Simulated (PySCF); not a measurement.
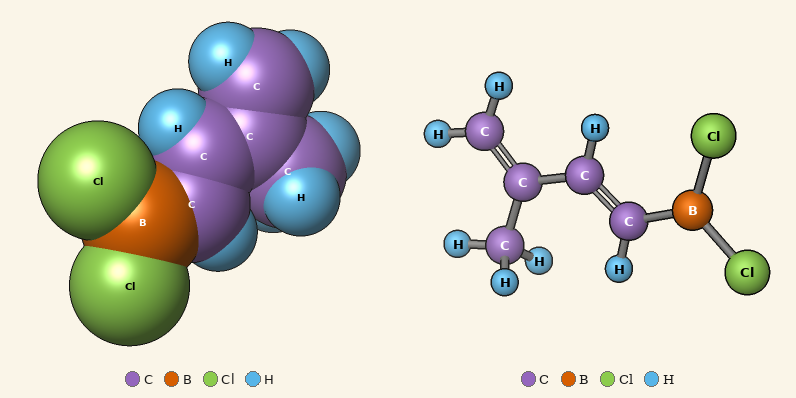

Two views of one molecule.

The computed structure is the end point of a PBE0-D3(BJ)/def2-SVP optimisation. No frequency run is at hand to confirm it as a minimum.

Description:

Formula C5H7BCl2. Its SMILES string is `C=C(C)/C=C/B(Cl)Cl`. It has no ring. Among its groups: alkene. The point group is Cs. Coordination: 4 C trigonal planar; 1 C tetrahedral; 1 B trigonal planar.

The parts below concern this one geometry. Atoms keep their numbers from picture to picture.

### Geometry

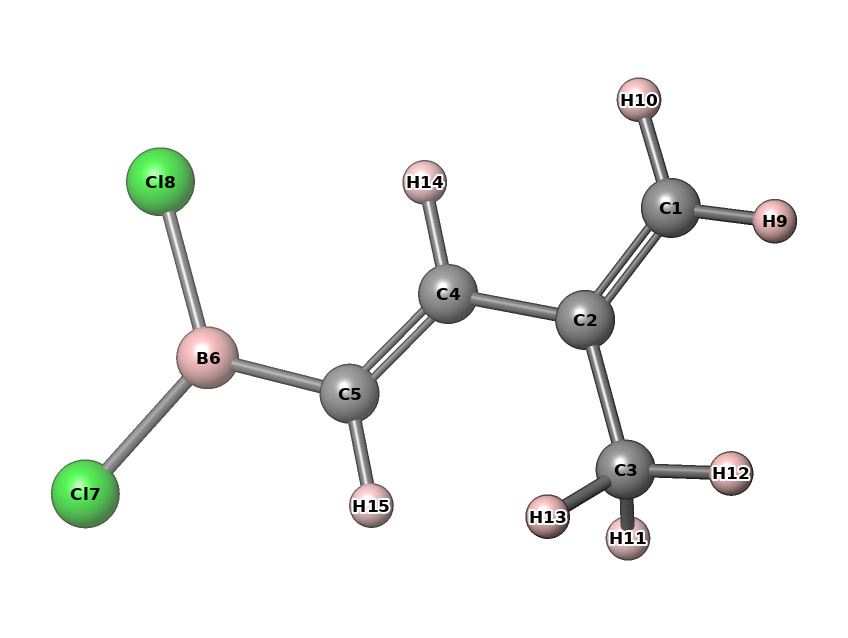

Atoms fade into the background with distance from the viewer. No frequency run is at hand to confirm it as a minimum.

> Which atoms or bonds are stereogenic?

Double bonds: C4=C5.

> Assign CIP descriptors.

C4=C5: E.

### Levels of theory compared

No frequency run is at hand to confirm it as a minimum. Program: PySCF 2.14.0.

Compare HOMO–LUMO gap (eV), dipole (D) at these levels: PBE0/pcSseg-1 in chloroform (IEF-PCM); PBE0/pcSseg-1 in dichloromethane (IEF-PCM); ωB97X-D/def2-SVPD; ωB97X-D/def2-SVPD in chloroform (IEF-PCM); ωB97X-D/def2-SVPD in dichloromethane (IEF-PCM).

| level | HOMO–LUMO gap (eV) | dipole (D) |
| --- | --- | --- |
| PBE0/pcSseg-1 in chloroform (IEF-PCM) | 4.85 | 4.10 |
| PBE0/pcSseg-1 in dichloromethane (IEF-PCM) | 4.83 | 4.23 |
| ωB97X-D/def2-SVPD | 8.30 | 3.23 |
| ωB97X-D/def2-SVPD in chloroform (IEF-PCM) | 8.23 | 3.94 |
| ωB97X-D/def2-SVPD in dichloromethane (IEF-PCM) | 8.21 | 4.07 |

### Charges

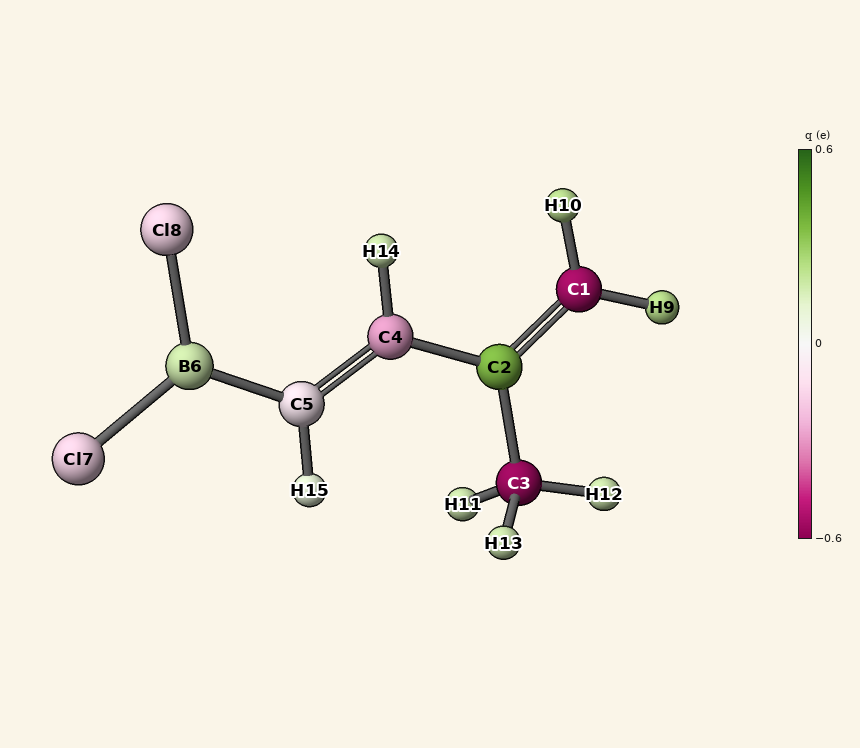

Atoms are coloured by their ESP-fitted charges. No frequency run is at hand to confirm it as a minimum. Properties computed with PBE0/pcSseg-1 in chloroform (IEF-PCM) (PySCF 2.14.0).

List the ESP-fitted charges.

| atom | value (e) |
| --- | --- |
| C1 | −0.53 |
| C2 | 0.34 |
| C3 | −0.55 |
| C4 | −0.28 |
| C5 | −0.07 |
| B6 | 0.17 |
| Cl7 | −0.14 |
| Cl8 | −0.14 |
| H9 | 0.22 |
| H10 | 0.21 |
| H11 | 0.17 |
| H12 | 0.17 |
| H13 | 0.17 |
| H14 | 0.17 |
| H15 | 0.09 |

### Excitation

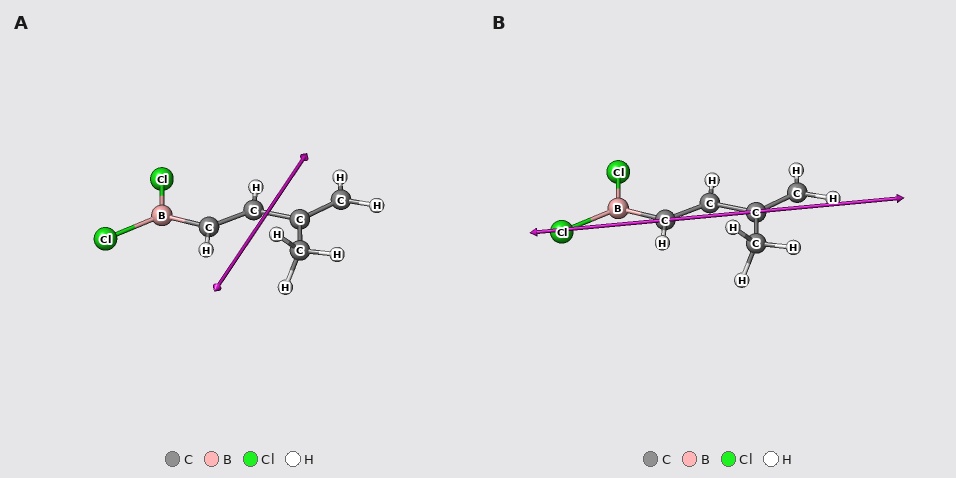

The double arrows show the directions of two transition dipoles from the ground state (lengths mean nothing). No frequency run is at hand to confirm it as a minimum. Properties computed with TDDFT ωB97X-D/def2-SVPD, vertical, gas phase, core orbitals frozen in the response (PySCF 2.14.0).

> One belongs to singlet state 1 and one to singlet state 4. Which is which?

A: state 4, 6.44 eV (192 nm), oscillator strength 0.071, mainly HOMO−3 → LUMO (weight 0.93).
B: state 1, 4.76 eV (261 nm), oscillator strength 0.70, mainly HOMO → LUMO (weight 0.97).

### NMR shielding

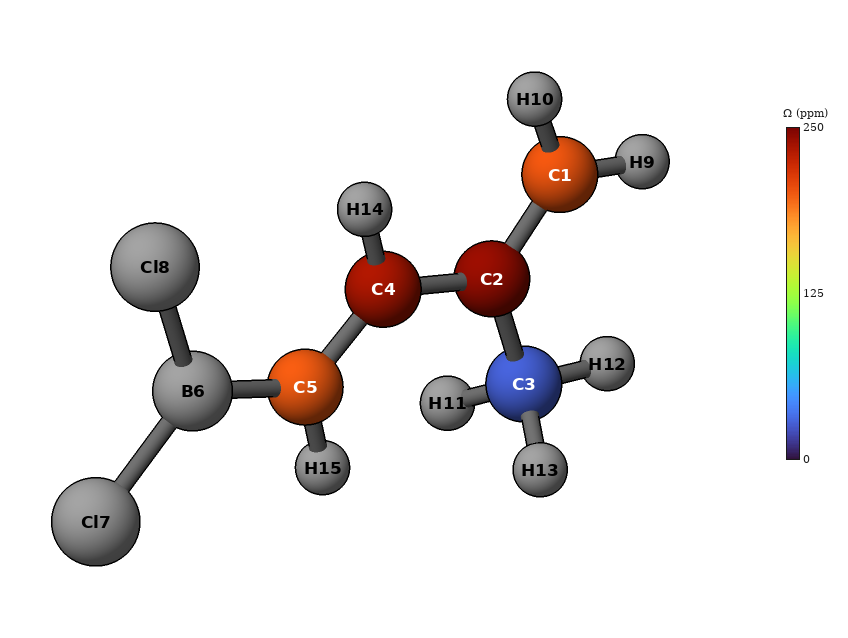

The C atoms are coloured by the span of their shielding tensor. No frequency run is at hand to confirm it as a minimum. Level of theory: GIAO PBE0/pcSseg-1 NMR shielding, non-relativistic, IEF-PCM dichloromethane (PySCF 2.14.0). Principal shieldings σ11 ≤ σ22 ≤ σ33, span Ω = σ33 − σ11, skew κ = 3(σiso − σ22)/Ω.

Give the shielding tensors of the C atoms.

| atom | σ11 | σ22 | σ33 | σiso | Ω | κ |
| --- | --- | --- | --- | --- | --- | --- |
| C1 | −61.6 | 47.6 | 140.0 | 42.0 | 201.7 | −0.08 |
| C2 | −80.0 | 20.3 | 160.5 | 33.6 | 240.5 | 0.17 |
| C3 | 155.2 | 157.2 | 183.4 | 165.3 | 28.3 | 0.85 |
| C4 | −97.4 | 0.5 | 136.1 | 13.1 | 233.5 | 0.16 |
| C5 | −39.0 | 40.2 | 160.3 | 53.8 | 199.3 | 0.21 |

Shieldings and span in ppm.
